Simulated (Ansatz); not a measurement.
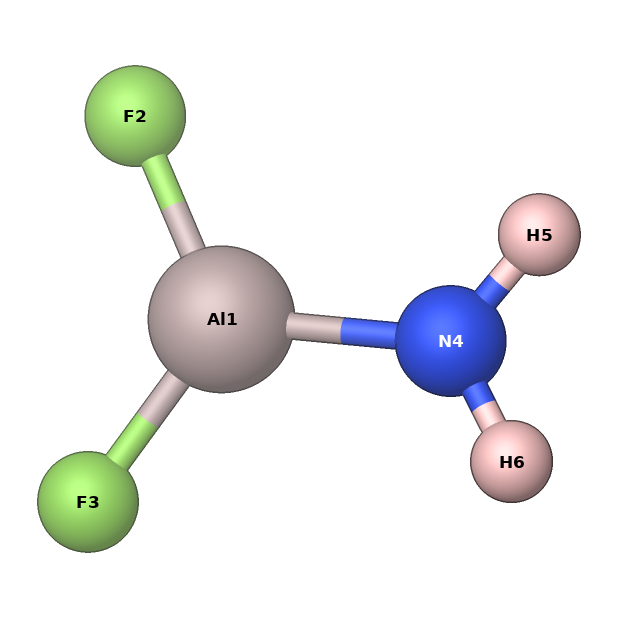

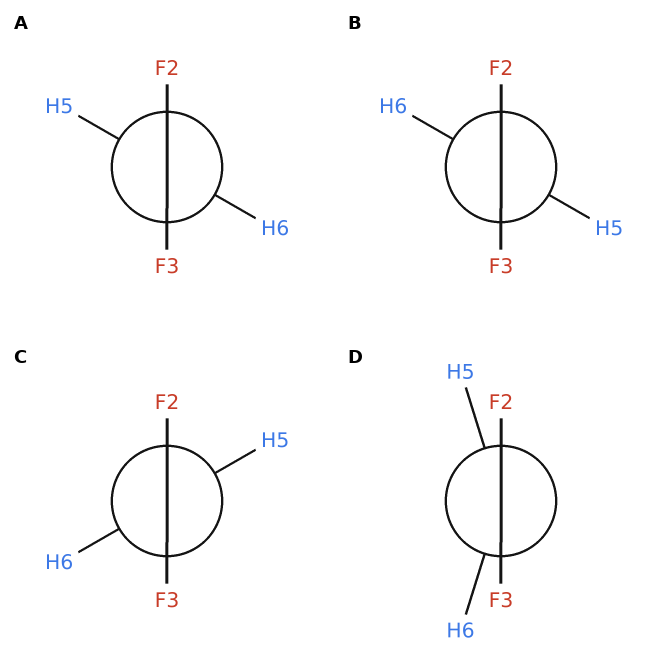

Atoms fade into the background with distance from the viewer. Bonds that would overlap in a projection are set slightly apart. The computed structure is the end point of a PBE0-D4/def2-TZVP optimisation.

**Which Newman projection shows the view along Al1–N4, with Al1 in front?**

D. The torsion angle F2–Al1–N4–H5 is 0°, synperiplanar (eclipsed).
